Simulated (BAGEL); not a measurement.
# CH6AlFSi (SMILES C[SiH2][AlH][F]) at HF/6-31G(d) (density fitting with qzvpp-jkfit, spherical functions)

Aim: the vertical singlet–triplet gap of CH6AlFSi at HF/6-31G* (density fitting with qzvpp-jkfit, spherical functions), from 2 runs. 

Program for the calculation: BAGEL 1.2.2.

1 further run of the same task is left out (set aside as unsound or not needed).

**1. The system as given**

CH6AlFSi has 10 atoms, charge 0, and is taken as a singlet. SMILES: `C[SiH2][AlH][F]`. The coordinates come from a PBE0-D4/def2-TZVP relaxation. This is one conformer, not always the lowest.

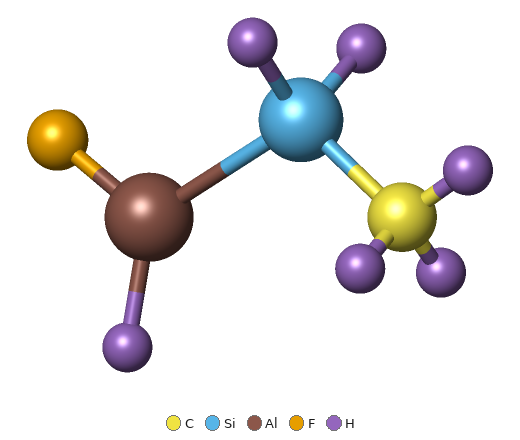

Viewed from a chosen angle; carbon yellow, silicon blue, aluminium brown, fluorine amber, hydrogen purple.

**2. A single-point energy at HF/6-31G(d) (density fitting with qzvpp-jkfit, spherical functions)**

Input file input.json:

```json
{ "bagel" : [

{
  "title" : "molecule",
  "basis" : "6-31gs.json",
  "df_basis" : "qzvpp-jkfit",
  "angstrom" : true,
  "geometry" : [
    { "atom" : "C", "xyz" : [    0.209300,    1.522100,   -0.549700 ] },
    { "atom" : "Si", "xyz" : [   -0.487300,    0.185700,    0.578100 ] },
    { "atom" : "Al", "xyz" : [    0.320500,   -2.061900,    0.018500 ] },
    { "atom" : "F", "xyz" : [   -0.271300,   -3.324400,    0.910100 ] },
    { "atom" : "H", "xyz" : [   -0.171000,    2.504900,   -0.262800 ] },
    { "atom" : "H", "xyz" : [   -0.069900,    1.340800,   -1.589900 ] },
    { "atom" : "H", "xyz" : [    1.299800,    1.551100,   -0.495300 ] },
    { "atom" : "H", "xyz" : [   -1.978700,    0.198000,    0.509600 ] },
    { "atom" : "H", "xyz" : [   -0.129200,    0.490400,    1.995500 ] },
    { "atom" : "H", "xyz" : [    1.361100,   -2.457900,   -1.111000 ] }
  ]
},
{
  "title" : "hf"
},
{
  "title" : "print",
  "file" : "orbitals.molden",
  "orbitals" : true
}

]}
```

The basis set 6-31G* is read from a file made from the Basis Set Exchange's data (not shown).

The run is started by

```bash
$ BAGEL_NUM_THREADS=1 BAGEL input.json > input.out
```

Log:

```text
* using 1 threads per process

  ===============================================================
  ===============================================================

  *** Geometry ***

  { "atom" : "C", "xyz" : [      0.395520,      2.876352,     -1.038782 ] },
  { "atom" : "Si", "xyz" : [     -0.920864,      0.350922,      1.092451 ] },
  { "atom" : "Al", "xyz" : [      0.605657,     -3.896426,      0.034960 ] },
  { "atom" : "F", "xyz" : [     -0.512683,     -6.282206,      1.719840 ] },
  { "atom" : "H", "xyz" : [     -0.323143,      4.733575,     -0.496620 ] },
  { "atom" : "H", "xyz" : [     -0.132092,      2.533745,     -3.004476 ] },
  { "atom" : "H", "xyz" : [      2.456266,      2.931154,     -0.935981 ] },
  { "atom" : "H", "xyz" : [     -3.739201,      0.374166,      0.963004 ] },
  { "atom" : "H", "xyz" : [     -0.244153,      0.926722,      3.770948 ] },
  { "atom" : "H", "xyz" : [      2.572106,     -4.644758,     -2.099486 ] },

  Number of auxiliary basis functions:      516

  Since a DF basis is specified, we compute 2- and 3-index integrals:
    o Being stored without compression. Storage requirement is 0.024 GB

  Number of basis functions:       76
  Number of electrons      :       48

    * METHOD: MOLECULE                             0.29

  *** RHF ***

  === Nuclear Repulsion ===
   191.9412460763

      * DIIS with orbital gradients will be used.

  === RHF iteration (6-31gs.json) ===
      0       -671.48711572          0.01960628           0.08
      1       -671.62155970          0.01230793           0.08
      2       -671.68553318          0.00160101           0.08
      3       -671.68736808          0.00041676           0.08
      4       -671.68747625          0.00008358           0.08
      5       -671.68748308          0.00001774           0.08
      6       -671.68748341          0.00000525           0.08
      7       -671.68748345          0.00000157           0.08
      8       -671.68748345          0.00000037           0.08
      9       -671.68748345          0.00000014           0.08
     10       -671.68748345          0.00000005           0.08
     11       -671.68748345          0.00000001           0.08
     12       -671.68748345          0.00000000           0.08
    * SCF iteration converged.

    * Permanent dipole moment:
           (   -0.276577,    -0.675777,     0.449587) a.u.

    * METHOD: HF                                   1.26

    * METHOD: PRINT                                0.02

  ===============================================================
```

It took 1.7 s on 1 thread of Arm Neoverse V1, shared host; peak memory 0.12 GiB.

**3. The triplet, same level**

Input file job.json:

```json
{ "bagel": [

{
  "title": "molecule",
  "basis": "6-31gs.json",
  "df_basis": "qzvpp-jkfit",
  "angstrom": true,
  "geometry": [
    { "atom": "C", "xyz": [    0.209300,    1.522100,   -0.549700 ] },
    { "atom": "Si", "xyz": [   -0.487300,    0.185700,    0.578100 ] },
    { "atom": "Al", "xyz": [    0.320500,   -2.061900,    0.018500 ] },
    { "atom": "F", "xyz": [   -0.271300,   -3.324400,    0.910100 ] },
    { "atom": "H", "xyz": [   -0.171000,    2.504900,   -0.262800 ] },
    { "atom": "H", "xyz": [   -0.069900,    1.340800,   -1.589900 ] },
    { "atom": "H", "xyz": [    1.299800,    1.551100,   -0.495300 ] },
    { "atom": "H", "xyz": [   -1.978700,    0.198000,    0.509600 ] },
    { "atom": "H", "xyz": [   -0.129200,    0.490400,    1.995500 ] },
    { "atom": "H", "xyz": [    1.361100,   -2.457900,   -1.111000 ] }
  ]
},
{ "title": "uhf", "charge": 0, "nopen": 2 },
{ "title": "print", "file": "orbitals.molden", "orbitals": true }

]}
```

The basis set 6-31G* is read from a file made from the Basis Set Exchange's data (not shown).

The run is started by

```bash
$ BAGEL_NUM_THREADS=1 BAGEL job.json > job.out
```

Log:

```text
* using 1 threads per process

  ===============================================================
  ===============================================================

  *** Geometry ***

  { "atom" : "C", "xyz" : [      0.395520,      2.876352,     -1.038782 ] },
  { "atom" : "Si", "xyz" : [     -0.920864,      0.350922,      1.092451 ] },
  { "atom" : "Al", "xyz" : [      0.605657,     -3.896426,      0.034960 ] },
  { "atom" : "F", "xyz" : [     -0.512683,     -6.282206,      1.719840 ] },
  { "atom" : "H", "xyz" : [     -0.323143,      4.733575,     -0.496620 ] },
  { "atom" : "H", "xyz" : [     -0.132092,      2.533745,     -3.004476 ] },
  { "atom" : "H", "xyz" : [      2.456266,      2.931154,     -0.935981 ] },
  { "atom" : "H", "xyz" : [     -3.739201,      0.374166,      0.963004 ] },
  { "atom" : "H", "xyz" : [     -0.244153,      0.926722,      3.770948 ] },
  { "atom" : "H", "xyz" : [      2.572106,     -4.644758,     -2.099486 ] },

  Number of auxiliary basis functions:      516

  Since a DF basis is specified, we compute 2- and 3-index integrals:
    o Being stored without compression. Storage requirement is 0.024 GB

  Number of basis functions:       76
  Number of electrons      :       48

    * METHOD: MOLECULE                             0.29

  *** Open-shell HF ***

  === Nuclear Repulsion ===
   191.9412460763

      * DIIS with orbital gradients will be used.

  === UHF iteration (6-31gs.json) ===
      0       -671.30218630          0.03922799           0.16
      1       -671.45383266          0.02560401           0.16
      2       -671.50263987          0.01592981           0.16
      3       -671.53170701          0.00170675           0.16
      4       -671.53358269          0.00091019           0.16
      5       -671.53421043          0.00054276           0.16
      6       -671.53470612          0.00019620           0.16
      7       -671.53482995          0.00009795           0.16
      8       -671.53488144          0.00004663           0.16
      9       -671.53489738          0.00002112           0.16
     10       -671.53489987          0.00001058           0.16
     11       -671.53490018          0.00000510           0.16
     12       -671.53490022          0.00000196           0.16
     13       -671.53490022          0.00000097           0.16
     14       -671.53490023          0.00000057           0.16
     15       -671.53490023          0.00000038           0.16
     16       -671.53490023          0.00000026           0.16
     17       -671.53490023          0.00000018           0.16
     18       -671.53490023          0.00000010           0.16
     19       -671.53490023          0.00000004           0.16
     20       -671.53490023          0.00000002           0.16
     21       -671.53490023          0.00000001           0.16
     22       -671.53490023          0.00000001           0.16
    * SCF iteration converged.

    * S^2 (UHF) is 2.0051

    * Permanent dipole moment:
           (    0.124915,    -2.088375,     0.201921) a.u.

    * METHOD: UHF                                  3.94

    * METHOD: PRINT                                0.02

  ===============================================================
```

It took 4.5 s on 1 thread of Arm Neoverse V1, shared host; peak memory 0.12 GiB.

**4. What came out**

Level: HF/6-31G* (density fitting with qzvpp-jkfit, spherical functions).

| quantity | value |
| --- | --- |
| singlet: total energy | -671.68748 Eh |
| singlet: dipole moment | 2.18 D |
| singlet: HOMO energy | -10.08 eV |
| singlet: LUMO energy | 1.22 eV |
| singlet: HOMO–LUMO gap | 11.30 eV |
| triplet: total energy | -671.53490 Eh |
| triplet: dipole moment | 5.34 D |
| triplet: ⟨S²⟩ | 2.005 |
| vertical energy of the triplet above the singlet | 4.152 eV |

At this shape the triplet lies 4.15 eV (96 kcal/mol) above the singlet.
